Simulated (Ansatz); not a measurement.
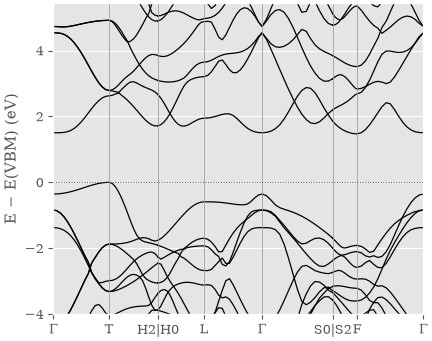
*Band structure from plane-wave PAW PBE (Ansatz code)*

The gap is 1.44 eV; an edge lies off the plotted path or next to a special point (maximum at T, minimum off the standard path).

The material is B (α-B12, space group No. 166).

Space group R-3m (α-B12). The cell was relaxed with PBE under the symmetry of its start.

Potentials: the earlier of the program's two PAW sets.
